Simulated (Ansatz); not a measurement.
HfH4ClO3F: geometry relaxation (part 2 of 2)

HfH4ClO3F; RKS PBE/def2-SVP (Ansatz 0.2.0). It belongs to a series of runs on one base structure; here: end point A relaxed.

Geometry of the input (Å):
```
Hf -0.1588  -0.2858  0.1976
Cl -0.0146  -0.0758  2.6822
O  1.5573  -0.5317  -0.6386
H  2.3902  -0.5121  -1.1258
O  -1.1915  1.1223  -0.6173
H  -1.4675  1.9064  -1.1094
O  -1.1429  -1.9153  -0.0723
H  -1.6536  -2.5963  -0.5245
F  1.4131  2.3277  1.0785
H  1.2447  2.0316  1.9475
```

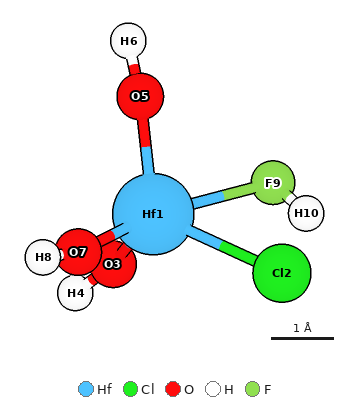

Fig. 1: The geometry at step 10 of the log (ball-and-stick view, seen at a tilt; atoms are numbered from 1 in the order of the input).

Trajectory as extended XYZ, continued:
```
10
Properties=species:S:1:pos:R:3:forces:R:3 step=6 energy=-22736.07108
Hf   -0.0446   -0.1006    0.2220    0.0029   0.0043   0.0516
Cl    0.0648    0.0502    2.7093   -0.0126  -0.0240  -0.0035
O     1.6261   -0.4686   -0.6655   -0.0073   0.0051  -0.0100
H     2.4384   -0.5031   -1.1840   -0.0087   0.0000  -0.0107
O    -1.1668    1.2055   -0.6493    0.0047  -0.0169  -0.0140
H    -1.4807    1.9549   -1.1698    0.0066   0.0011  -0.0102
O    -1.0408   -1.7445    0.0431    0.0239   0.0468  -0.0499
H    -1.5664   -2.4476   -0.3595    0.0131   0.0176   0.0557
F     1.1646    1.9246    0.9844   -0.0185  -0.0315  -0.0056
H     0.9821    1.6004    1.8873   -0.0041  -0.0024  -0.0034
10
Properties=species:S:1:pos:R:3:forces:R:3 step=7 energy=-22736.07347
Hf   -0.0339   -0.0853    0.2197    0.0449   0.0518   0.0670
Cl    0.0415    0.0035    2.7118    0.0422   0.0732   0.0057
O     1.6260   -0.4473   -0.6877    0.0549   0.0008  -0.0188
H     2.4196   -0.4867   -1.2344   -0.0147  -0.0102  -0.0002
O    -1.1493    1.2072   -0.6782   -0.0306   0.0404  -0.0161
H    -1.4550    1.9450   -1.2201    0.0016  -0.0112  -0.0007
O    -1.0236   -1.7267    0.0654   -0.0739  -0.1028  -0.1093
H    -1.5713   -2.4360   -0.2934    0.0098   0.0075   0.0471
F     1.1498    1.9085    1.0140   -0.0125  -0.0161   0.0716
H     0.9727    1.5889    1.9210   -0.0218  -0.0333  -0.0464
10
Properties=species:S:1:pos:R:3:forces:R:3 step=8 energy=-22736.07579
Hf   -0.0262   -0.0785    0.2232    0.0133   0.0241  -0.0504
Cl    0.0529    0.0219    2.7190   -0.0080  -0.0154   0.0588
O     1.6288   -0.4445   -0.6940    0.0276   0.0175   0.0106
H     2.4136   -0.4921   -1.2531   -0.0237  -0.0093   0.0070
O    -1.1454    1.2069   -0.6831    0.0009   0.0128   0.0163
H    -1.4524    1.9385   -1.2327    0.0053  -0.0136   0.0021
O    -1.0175   -1.7207    0.0636   -0.0395  -0.0523  -0.0679
H    -1.5719   -2.4289   -0.2865    0.0090   0.0074   0.0434
F     1.1415    1.9020    1.0309    0.0319   0.0596  -0.0995
H     0.9531    1.5663    1.9306   -0.0167  -0.0307   0.0796
10
Properties=species:S:1:pos:R:3:forces:R:3 step=9 energy=-22736.08535
Hf    0.0016   -0.0439    0.2096    0.0043  -0.0173  -0.1056
Cl    0.0615   -0.0286    2.7134    0.0049   0.0109  -0.0074
O     1.6790   -0.3293   -0.7009    0.0554  -0.0080  -0.0102
H     2.3659   -0.6836   -1.2804   -0.0585   0.0061   0.0283
O    -1.1531    1.2357   -0.6616   -0.0141  -0.0221   0.0356
H    -1.4697    1.9235   -1.2590   -0.0028   0.0239  -0.0262
O    -0.9385   -1.7078   -0.0285   -0.0499  -0.0570   0.0255
H    -1.5839   -2.4052   -0.2044    0.0675   0.0775   0.0114
F     1.0972    1.9395    1.0699   -0.0133  -0.0235  -0.0012
H     0.9165    1.5707    1.9597    0.0065   0.0095   0.0499
10
Properties=species:S:1:pos:R:3:forces:R:3 step=10 energy=-22736.08374 accepted=F
Hf    0.0104   -0.0327    0.1949   -0.0332   0.0143   0.0567
Cl    0.0644   -0.0363    2.7047   -0.0199  -0.0411   0.0193
O     1.6923   -0.3088   -0.7118    0.3633  -0.1854  -0.2915
H     2.3471   -0.7342   -1.2950   -0.3275   0.1874   0.2712
O    -1.1589    1.2420   -0.6660   -0.0673   0.1193  -0.1063
H    -1.4785    1.9218   -1.2770    0.0616  -0.1138   0.0971
O    -0.9182   -1.7034   -0.0418    0.1482   0.1490   0.0580
H    -1.5745   -2.3918   -0.1798   -0.1293  -0.1337  -0.0360
F     1.0796    1.9342    1.0934    0.0217   0.0293   0.0688
H     0.9128    1.5803    1.9964   -0.0176  -0.0252  -0.1373
10
Properties=species:S:1:pos:R:3:forces:R:3 step=11 energy=-22736.08710
Hf    0.0063   -0.0364    0.2056   -0.0065  -0.0224  -0.0531
Cl    0.0617   -0.0329    2.7120    0.0023   0.0072  -0.0084
O     1.6855   -0.3179   -0.7042    0.0209   0.0154   0.0094
H     2.3506   -0.7062   -1.2859   -0.0135  -0.0161  -0.0066
O    -1.1557    1.2395   -0.6620   -0.0153  -0.0101   0.0175
H    -1.4710    1.9215   -1.2672   -0.0004   0.0159  -0.0184
O    -0.9268   -1.7043   -0.0299   -0.0243  -0.0301   0.0198
H    -1.5767   -2.3986   -0.1975    0.0382   0.0447   0.0045
F     1.0918    1.9382    1.0782   -0.0064  -0.0092   0.0044
H     0.9109    1.5681    1.9688    0.0048   0.0047   0.0308
10
Properties=species:S:1:pos:R:3:forces:R:3 step=12 energy=-22736.09040
Hf    0.0131   -0.0154    0.2031   -0.0206  -0.0360   0.0045
Cl    0.0608   -0.0367    2.7116    0.0015  -0.0007   0.0077
O     1.6987   -0.2786   -0.7112    0.0877  -0.0404  -0.0775
H     2.2877   -0.7835   -1.2911   -0.0778   0.0451   0.0643
O    -1.1701    1.2481   -0.6585   -0.0078   0.0042  -0.0100
H    -1.4695    1.9181   -1.2861    0.0066  -0.0031   0.0020
O    -0.8895   -1.7001   -0.0333    0.0145   0.0186  -0.0013
H    -1.5441   -2.3879   -0.2038   -0.0055  -0.0009   0.0012
F     1.0834    1.9421    1.0981    0.0041   0.0079   0.0137
H     0.9060    1.5649    1.9890   -0.0026   0.0053  -0.0045
10
Properties=species:S:1:pos:R:3:forces:R:3 step=13 energy=-22736.09098
Hf    0.0235   -0.0123    0.2022    0.0322   0.0290   0.0669
Cl    0.0781   -0.0454    2.7241   -0.0037  -0.0058  -0.0808
O     1.7038   -0.2486   -0.7388   -0.0188   0.0157   0.0327
H     2.2399   -0.8199   -1.3061   -0.0023  -0.0086  -0.0047
O    -1.1769    1.2298   -0.6699    0.0029  -0.0046   0.0209
H    -1.4280    1.9164   -1.3013    0.0026   0.0021  -0.0033
O    -0.8564   -1.7091   -0.0310   -0.0042  -0.0068  -0.0050
H    -1.5485   -2.3621   -0.1938    0.0044   0.0027  -0.0006
F     1.0597    1.9603    1.1243   -0.0196  -0.0398  -0.0242
H     0.8813    1.5618    2.0082    0.0066   0.0161  -0.0019
10
Properties=species:S:1:pos:R:3:forces:R:3 step=14 energy=-22736.09217
Hf    0.0219   -0.0116    0.2064    0.0029   0.0013  -0.0266
Cl    0.0799   -0.0438    2.7162   -0.0072  -0.0134   0.0171
O     1.7087   -0.2405   -0.7275   -0.0003  -0.0049   0.0023
H     2.2253   -0.8328   -1.2925   -0.0075   0.0025   0.0044
O    -1.1852    1.2305   -0.6592    0.0007   0.0011   0.0058
H    -1.4242    1.9211   -1.2913    0.0033  -0.0025   0.0033
O    -0.8500   -1.7119   -0.0382   -0.0059  -0.0079  -0.0011
H    -1.5423   -2.3639   -0.2053    0.0081   0.0054   0.0005
F     1.0577    1.9567    1.1104   -0.0016   0.0021   0.0005
H     0.8846    1.5672    1.9987    0.0074   0.0162  -0.0063
```

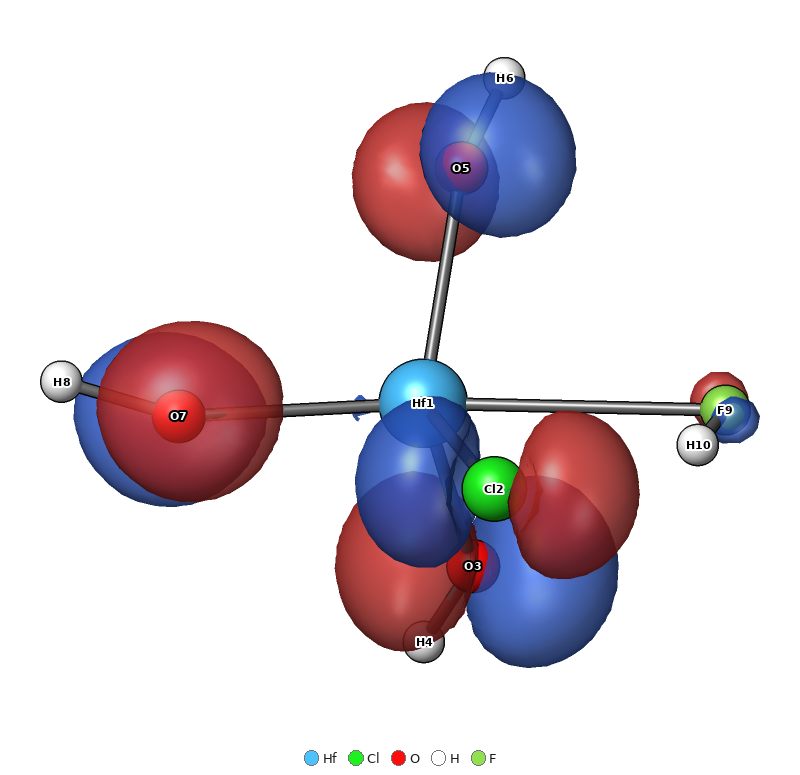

Fig. 2: The HOMO−1 at ±0.15 Å⁻³ᐟ² (blue and red are the two phases), seen at a tilt. Its energy is −7.13 eV.

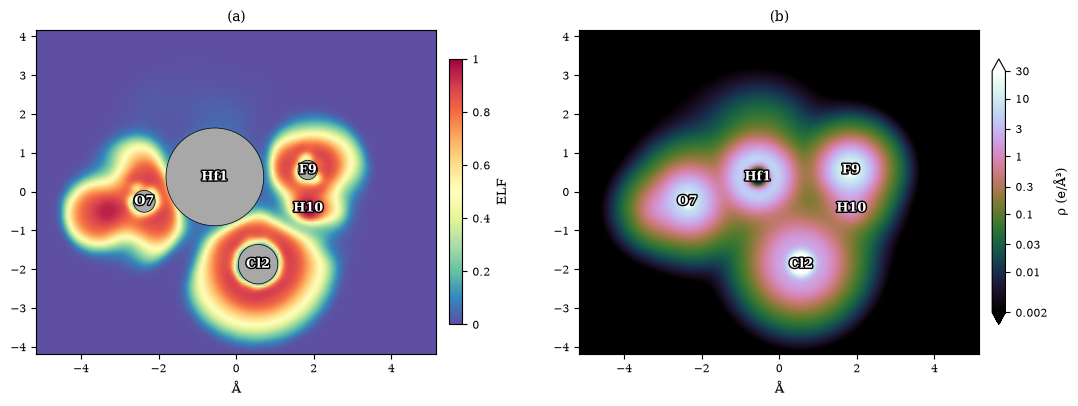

Fig. 3: (a) electron localisation function; (b) total electron density on the plane of atoms O7, Hf1 and F9. Grey discs, where drawn, cover atomic cores. The section cuts through Hf, Cl, O, F and H sites. Hf–O (1.93 Å): ρ at the midpoint is about 0.86 e/Å³; the ELF peaks at about 0.80 in the valence shell of O, 0.5 Å from its nucleus, and drops to about 0.20 between the two atoms. Hf–Cl (2.51 Å): ρ at the midpoint is about 0.42 e/Å³; the ELF peaks at about 0.85 in the valence shell of Cl, 0.9 Å from its nucleus, and is about 0.30 at the midpoint.

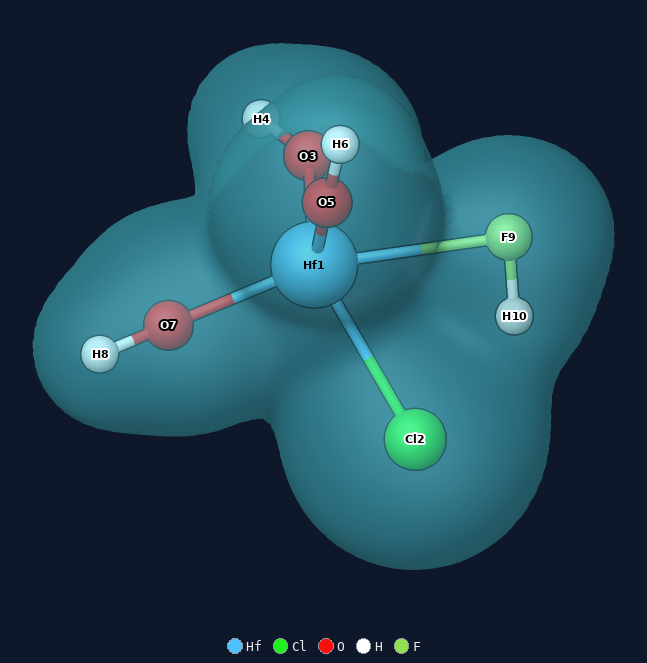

Fig. 4: Isosurface of the total electron density at 0.05 e/Å³ (cyan), seen from the side. At this value the surface is in one piece. On the grid the lowest density along these lines, outside the cores, is 0.83 e/Å³ (Hf–O, 1.93 Å), 0.25 e/Å³ (Hf–F, 2.40 Å), 0.41 e/Å³ (Hf–Cl, 2.51 Å) and 2.3 e/Å³ (O–H, 0.97 Å).

Results in brief:

| quantity | value |
| --- | --- |
| outcome | converged |
| total energy | −22736.0923 eV |
| mean-field energy | −22736.0923 eV |
| largest force (length of the vector) at the end | 0.027 eV/Å |
| wall time | 27 s (CPU time 1.7 min) |
| peak memory | 0.19 GiB |
